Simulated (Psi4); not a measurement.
**triplet CH7GaSi at 3 levels**

We compute a comparison of 3 runs (U-revPBE/6-31G*, UB3LYP/6-31G*, UTPSS/6-31G*) of triplet CH7GaSi. 

Program for the calculation: Psi4 1.11.

### 1 The structure to begin with

CH7GaSi has 10 atoms, charge 0, and is taken as a triplet. As SMILES of the parent species, `[CH3][GaH][SiH3]`. Geometry: relaxed at PBE0-D4/def2-TZVP. That shape belongs to the parent species and isn't relaxed for this state.

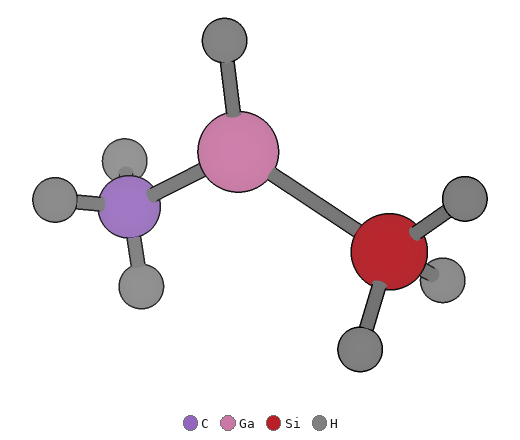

Viewed from a chosen angle; carbon purple, gallium pink, silicon red, hydrogen grey.

### 2 Energy and gradient at U-revPBE/6-31G(d) (spherical functions) (run 1)

File run.py:

```python
import psi4

psi4.set_memory(2200000000)
psi4.set_num_threads(1)
psi4.core.set_output_file('psi4.out', False)

molecule = psi4.geometry("""
0 3
C     -1.123300     1.394100    -0.619200
Ga     0.561500     0.659300     0.093300
Si     0.786700    -1.705300     0.550700
H     -1.924300     0.656600    -0.670400
H     -0.947000     1.785400    -1.626000
H     -1.454200     2.236500    -0.005700
H      1.759600     1.654600     0.346000
H      0.531000    -2.496200    -0.688800
H      2.125000    -2.100900     1.069700
H     -0.231700    -2.135100     1.553300
units angstrom
symmetry c1
""")

options = {'basis': '6-31G*', 'reference': 'uks', 'puream': True, 'e_convergence': 1e-09, 'd_convergence': 1e-08, 'scf_type': 'pk', 'dft_radial_points': 99, 'dft_spherical_points': 590, 'maxiter': 100}
psi4.set_options(options)

E, wfn = psi4.gradient('revpbe', molecule=molecule, return_wfn=True)
psi4.oeprop(wfn, 'MAYER_INDICES', 'WIBERG_LOWDIN_INDICES', 'MULLIKEN_CHARGES', title='REVPBE')
print('gradient / Eh bohr^-1')
print(E.np.round(6))
print(f'energy = {wfn.energy():.10f} Eh')
for k, v in sorted(psi4.core.scalar_variables().items()):
    print(f'{k:45s} {v:18.10f}')
```

The run is started by

```sh
$ python run.py
```

psi4.out:

```text
[...]
  Running in c1 symmetry.
[...]
  Nuclear repulsion =  238.583028564977326
[...]
  Multiplicity = 3
[...]
  Nalpha       = 30
  Nbeta        = 28
[...]
    Number of basis functions: 78
[...]
   @UKS iter   1: -2253.32570141774204   -7.42244e-01   4.05710e-02 DIIS/ADIIS
[...]
   @UKS iter  18: -2256.00298547082093   -7.27596e-12   3.24977e-09 DIIS
[...]
   @S^2 Observed:                2.002870888E+00
[...]
  @UKS Final Energy: -2256.00298547082093
   => Energetics <=
    Nuclear Repulsion Energy =            238.5830285649773259
    One-Electron Energy =               -3614.3959571645282267
    Two-Electron Energy =                1223.4735215924858949
    DFT Exchange-Correlation Energy =    -103.6635784637557691
    Empirical Dispersion Energy =           0.0000000000000000
    VV10 Nonlocal Energy =                  0.0000000000000000
    Total Energy =                      -2256.0029854708209314
[...]
 Multipole Moments:
 ------------------------------------------------------------------------------------
     Multipole            Electronic (a.u.)      Nuclear  (a.u.)        Total (a.u.)
 ------------------------------------------------------------------------------------
 L = 1.  Multiply by 2.5417464519 to convert [e a0] to [Debye]
 Dipole X            :          3.3920690           -3.8062860           -0.4142170
 Dipole Y            :          4.2321828           -4.7304904           -0.4983076
 Dipole Z            :          0.5453755           -0.6240616           -0.0786861
 Magnitude           :                                                    0.6527463
[...]
  -Total Gradient:
     Atom            X                  Y                   Z
    ------   -----------------  -----------------  -----------------
       1        0.019861472927     0.004234063633     0.009669986903
       2       -0.011939923991    -0.026775953873    -0.000890839630
       3        0.000751187033     0.016548844043    -0.002370446728
       4        0.006897012444     0.003504512291     0.000702799104
       5       -0.005883634724     0.002518762502     0.006973040543
       6       -0.001952901258    -0.001898236638    -0.011243229798
       7       -0.010116827198     0.007048988138    -0.004491702598
       8        0.002551965825     0.001686365920     0.005997498283
       9       -0.005957949161    -0.007007766435    -0.000905368240
      10        0.005792276798     0.000132480363    -0.003439587762
[...]
  Mulliken Charges: (a.u.)
   Center  Symbol    Alpha    Beta     Spin     Total
       1     C     3.33597  3.21357  0.12240 -0.54953
       2    GA    16.28810 15.09778  1.19032 -0.38588
       3    SI     7.11078  6.57684  0.53395  0.31238
       4     H     0.40125  0.40777 -0.00652  0.19099
       5     H     0.40420  0.39037  0.01383  0.20543
       6     H     0.40439  0.38928  0.01511  0.20633
       7     H     0.47041  0.44180  0.02861  0.08779
       8     H     0.53717  0.48883  0.04834 -0.02601
       9     H     0.51094  0.50504  0.00590 -0.01597
      10     H     0.53679  0.48874  0.04805 -0.02553
[...]
```

Standard output:

```text
gradient / Eh bohr^-1
[[ 0.019861  0.004234  0.00967 ]
 [-0.01194  -0.026776 -0.000891]
 [ 0.000751  0.016549 -0.00237 ]
 [ 0.006897  0.003505  0.000703]
 [-0.005884  0.002519  0.006973]
 [-0.001953 -0.001898 -0.011243]
 [-0.010117  0.007049 -0.004492]
 [ 0.002552  0.001686  0.005997]
 [-0.005958 -0.007008 -0.000905]
 [ 0.005792  0.000132 -0.00344 ]]
energy = -2256.0029854708 Eh
CURRENT ENERGY                                  -2256.0029854708
CURRENT REFERENCE ENERGY                        -2256.0029854708
DD SOLVATION ENERGY                                 0.0000000000
DFT FUNCTIONAL TOTAL ENERGY                     -2256.0029854708
DFT TOTAL ENERGY                                -2256.0029854708
DFT VV10 ENERGY                                     0.0000000000
DFT XC ENERGY                                    -103.6635784638
GRID ELECTRONS ALPHA                               29.9999997264
GRID ELECTRONS BETA                                27.9999996093
GRID ELECTRONS TOTAL                               57.9999993356
NUCLEAR REPULSION ENERGY                          238.5830285650
ONE-ELECTRON ENERGY                             -3614.3959571645
PCM POLARIZATION ENERGY                             0.0000000000
PE ENERGY                                           0.0000000000
SCF ITERATION ENERGY                            -2256.0029854708
SCF ITERATIONS                                     18.0000000000
SCF TOTAL ENERGY                                -2256.0029854708
TWO-ELECTRON ENERGY                              1223.4735215925
XC GRID RADIAL POINTS                              99.0000000000
XC GRID SPHERICAL POINTS                          590.0000000000
XC GRID TOTAL POINTS                           556258.0000000000
```

It took 51 s on 1 thread of AMD EPYC 7R43 (Zen 3), shared host; peak memory 1.2 GiB.

### 3 A single-point energy at UB3LYP/6-31G(d) (spherical functions) (run 2)

File job.dat:

```
memory 2.2 GB

molecule system {
  0 3
  C
  Ga 1 1.971329
  Si 2 2.418938 1 120.81586
  H 1 1.090013 2 113.13032 3 6.07986
  H 1 1.09446 4 108.48557 2 121.2633
  H 1 1.093396 4 108.98032 5 115.95913
  H 2 1.577949 1 118.14396 4 -174.35894
  H 3 1.492403 2 110.18468 7 -121.43833
  H 3 1.488928 8 107.61984 2 -125.05241
  H 3 1.492338 9 107.61854 8 114.73276
  symmetry c1
  no_reorient
  no_com
}

set globals {
  reference uks
  puream true
  e_convergence 1e-09
  d_convergence 1e-08
  scf_type pk
  dft_radial_points 99
  dft_spherical_points 590
  maxiter 100
}

e_tot, wfn = energy('b3lyp/6-31G*', return_wfn=True)
oeprop(wfn, 'DIPOLE', 'LOWDIN_CHARGES', 'QUADRUPOLE', title='B3LYP')
```

The run is started by

```sh
$ psi4 -i job.dat -o job.out -n 1
```

job.out:

```text
[...]
  Running in c1 symmetry.
[...]
  Nuclear repulsion =  238.583054008222064
[...]
  Multiplicity = 3
[...]
  Nalpha       = 30
  Nbeta        = 28
[...]
    Number of basis functions: 78
[...]
   @UKS iter   1: -2253.80223635040238   -1.22895e+00   3.91548e-02 ADIIS/DIIS
[...]
   @UKS iter  18: -2256.28426545756429    1.81899e-12   2.76954e-09 DIIS
[...]
   @S^2 Observed:                2.002329069E+00
[...]
    Orbital Energies [Eh]
    ---------------------
    Alpha Occupied:
       1A   -372.545127     2A    -66.163036     3A    -45.940008
       4A    -40.695582     5A    -40.695234     6A    -40.693361
       7A    -10.182234     8A     -5.507671     9A     -5.324238
      10A     -3.792871    11A     -3.788637    12A     -3.785513
      13A     -3.686450    14A     -3.680268    15A     -3.679848
      16A     -0.827733    17A     -0.827191    18A     -0.823752
      19A     -0.820839    20A     -0.817261    21A     -0.693977
      22A     -0.577810    23A     -0.438174    24A     -0.412453
      25A     -0.407183    26A     -0.380784    27A     -0.378188
      28A     -0.304057    29A     -0.296347    30A     -0.125232
    Alpha Virtual:
[...]
  @UKS Final Energy: -2256.28426545756429
   => Energetics <=
    Nuclear Repulsion Energy =            238.5830540082220637
    One-Electron Energy =               -3614.6381471033691923
    Two-Electron Energy =                1203.4807683274616465
    DFT Exchange-Correlation Energy =     -83.7099406898785645
    Empirical Dispersion Energy =           0.0000000000000000
    VV10 Nonlocal Energy =                  0.0000000000000000
    Total Energy =                      -2256.2842654575642882
[...]
 Multipole Moments:
 ------------------------------------------------------------------------------------
     Multipole            Electronic (a.u.)      Nuclear  (a.u.)        Total (a.u.)
 ------------------------------------------------------------------------------------
 L = 1.  Multiply by 2.5417464519 to convert [e a0] to [Debye]
 Dipole X            :         -0.0219123            0.0331776            0.0112653
 Dipole Y            :          5.1778701           -5.8575841           -0.6797139
 Dipole Z            :          1.5579385           -1.7153464           -0.1574080
 Magnitude           :                                                    0.6977931
 L = 2.  Multiply by 1.3450342976 to convert [e a0^2] to [Debye ang]
 Quadrupole XX       :        -48.0046887           15.7560243          -32.2486644
 Quadrupole XY       :         -0.1187400            0.1320476            0.0133076
[...]
```

Wall time 62 s (1 thread of AMD EPYC 7R43 (Zen 3), shared host); peak memory 1.2 GiB.

### 4 The energy at UTPSS/6-31G(d) (spherical functions) (run 3)

File calc.in:

```
memory 2200 mb

molecule geom {
  0 3
  C     -1.123300     1.394100    -0.619200
  Ga     0.561500     0.659300     0.093300
  Si     0.786700    -1.705300     0.550700
  H     -1.924300     0.656600    -0.670400
  H     -0.947000     1.785400    -1.626000
  H     -1.454200     2.236500    -0.005700
  H      1.759600     1.654600     0.346000
  H      0.531000    -2.496200    -0.688800
  H      2.125000    -2.100900     1.069700
  H     -0.231700    -2.135100     1.553300
  units angstrom
  symmetry c1
}

set {
  basis 6-31G*
  reference uks
  puream true
  e_convergence 1e-09
  d_convergence 1e-08
  scf_type pk
  dft_radial_points 99
  dft_spherical_points 590
  maxiter 100
}

energy('tpss')
```

The run is started by

```sh
$ psi4 -n 1 calc.in calc.out
```

calc.out:

```text
[...]
  Running in c1 symmetry.
[...]
  Nuclear repulsion =  238.583028564977326
[...]
  Multiplicity = 3
[...]
  Nalpha       = 30
  Nbeta        = 28
[...]
    Number of basis functions: 78
[...]
   @UKS iter   1: -2253.62220026799787   -8.16408e-01   4.03464e-02 ADIIS/DIIS
[...]
   @UKS iter  18: -2256.24767816761732    0.00000e+00   5.41754e-09 DIIS
[...]
   @S^2 Observed:                2.003128917E+00
[...]
    Orbital Energies [Eh]
    ---------------------
    Alpha Occupied:
       1A   -371.557261     2A    -65.717057     3A    -45.475567
       4A    -40.247465     5A    -40.246870     6A    -40.245200
       7A    -10.001668     8A     -5.334253     9A     -5.153736
      10A     -3.635865    11A     -3.631187    12A     -3.628481
      13A     -3.532624    14A     -3.526355    15A     -3.525917
      16A     -0.726823    17A     -0.724484    18A     -0.720715
      19A     -0.718210    20A     -0.714141    21A     -0.642612
      22A     -0.531465    23A     -0.400918    24A     -0.375199
      25A     -0.369994    26A     -0.348010    27A     -0.344908
      28A     -0.276530    29A     -0.266777    30A     -0.109470
    Alpha Virtual:
[...]
  @UKS Final Energy: -2256.24767816761732
   => Energetics <=
    Nuclear Repulsion Energy =            238.5830285649773259
    One-Electron Energy =               -3614.1825091096479809
    Two-Electron Energy =                1223.2624477395374925
    DFT Exchange-Correlation Energy =    -103.9106453624840185
    Empirical Dispersion Energy =           0.0000000000000000
    VV10 Nonlocal Energy =                  0.0000000000000000
    Total Energy =                      -2256.2476781676173232
[...]
 Multipole Moments:
 ------------------------------------------------------------------------------------
     Multipole            Electronic (a.u.)      Nuclear  (a.u.)        Total (a.u.)
 ------------------------------------------------------------------------------------
 L = 1.  Multiply by 2.5417464519 to convert [e a0] to [Debye]
 Dipole X            :          3.3590869           -3.8062860           -0.4471991
 Dipole Y            :          4.2393246           -4.7304904           -0.4911659
 Dipole Z            :          0.5329580           -0.6240616           -0.0911036
 Magnitude           :                                                    0.6704706
[...]
```

Run time: 2.1 min. Hardware: 1 thread of AMD EPYC 7R43 (Zen 3), shared host; peak memory 1.5 GiB.

### 5 Overview of the runs

| run | level | task | energy (Eh) | dipole moment (D) | HOMO energy (eV) | ⟨S²⟩ | wall time |
| --- | --- | --- | --- | --- | --- | --- | --- |
| 1 | U-revPBE/6-31G* (spherical functions) | gradient | -2256.002985 | 1.66 | -2.87 | 2.003 | 51 s |
| 2 | UB3LYP/6-31G* (spherical functions) | energy | -2256.284265 | 1.77 | -3.41 | 2.002 | 62 s |
| 3 | UTPSS/6-31G* (spherical functions) | energy | -2256.247678 | 1.70 | -2.98 | 2.003 | 2.1 min |

### 6 What came out

| quantity | value |
| --- | --- |
| run 3: total energy | -2256.24768 Eh |
| run 3: dipole moment | 1.70 D |
| run 3: HOMO energy (highest over α and β) | -2.98 eV |
| run 3: ⟨S²⟩ | 2.003 |

**Reading.** The dipole moment (its size) runs from 1.66 D (U-revPBE/6-31G*) to 1.77 D (UB3LYP/6-31G*). Totals of different functionals can't be ranked against each other. All runs together took 4 min, the longest 2.1 min.
